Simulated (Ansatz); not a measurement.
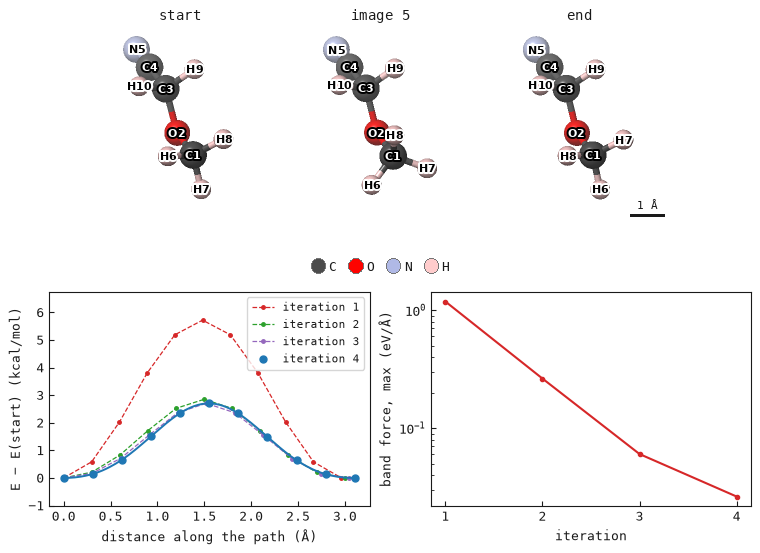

A search for the minimum-energy path of C3H5NO by the nudged elastic band. Images are numbered from 0 (start) to 10 (end). The plot follows the band through its iterations. Style: ball-and-stick. Shown from a free direction.

These are results of RKS PBE/def2-SVP (Ansatz 0.2.0), not measurements.

The input:
```yaml
crystal:
  periodic: [false, false, false]
  atoms:
    - { symbol: C, position_ang: [0.007616, -0.164376, -1.520528] }
    - { symbol: O, position_ang: [0.671849, -0.111527, -0.27596] }
    - { symbol: C, position_ang: [-0.215043, 0.117542, 0.789196] }
    - { symbol: C, position_ang: [0.521088, 0.16164, 2.059075] }
    - { symbol: "N", position_ang: [1.090402, 0.200015, 3.080464] }
    - { symbol: H, position_ang: [-0.520234, 0.791607, -1.756827] }
    - { symbol: H, position_ang: [0.777433, -0.344852, -2.294451] }
    - { symbol: H, position_ang: [-0.74262, -0.991266, -1.562343] }
    - { symbol: H, position_ang: [-0.995499, -0.683508, 0.868674] }
    - { symbol: H, position_ang: [-0.769792, 1.085326, 0.676102] }
basis:
  gaussian: { orbitals: def2-SVP }
hamiltonian:
  xc: pbe
neb:
  order_check: false
  images: 9
  f_tol: 0.05
  max_iterations: 60
  initial_path: idpp
  final_atoms:
    - { symbol: C, position_ang: [-0.03862818, 0.04373965, -1.52930259] }
    - { symbol: O, position_ang: [0.56491565, 0.37640317, -0.29726545] }
    - { symbol: C, position_ang: [-0.1618683, -0.11640934, 0.79922251] }
    - { symbol: C, position_ang: [0.4956286, 0.26772853, 2.0551125] }
    - { symbol: "N", position_ang: [1.00631229, 0.56598739, 3.06474063] }
    - { symbol: H, position_ang: [0.59679924, 0.46774703, -2.32968381] }
    - { symbol: H, position_ang: [-0.11171178, -1.06133476, -1.67728229] }
    - { symbol: H, position_ang: [-1.06638762, 0.47208251, -1.62277091] }
    - { symbol: H, position_ang: [-0.2490346, -1.23397544, 0.77950724] }
    - { symbol: H, position_ang: [-1.2108253, 0.27863226, 0.82112417] }
```

Run as
```bash
ansatz run input.yaml --threads 2 --pin off --max-ram 3072MiB --backend cpu --events-out ev --progress --plain --runs-dir out
```

> Did the band converge, and can the barrier be trusted?

The result is final at these settings. The band converged in 4 iterations. The largest component of the band force went from 1.2 to 0.026 eV/Å. The climbing image converged on the top of the path. Its vibrational analysis gives one imaginary mode (239i cm⁻¹), as a transition state must have. The first iteration put the highest image at 5.72 kcal/mol. The two ends have the same energy, and the highest point, image 5, lies 2.70 kcal/mol above the start.

Cost: 61 s on 2 threads of Arm Neoverse V2 (shared host), peak memory 0.12 GiB.
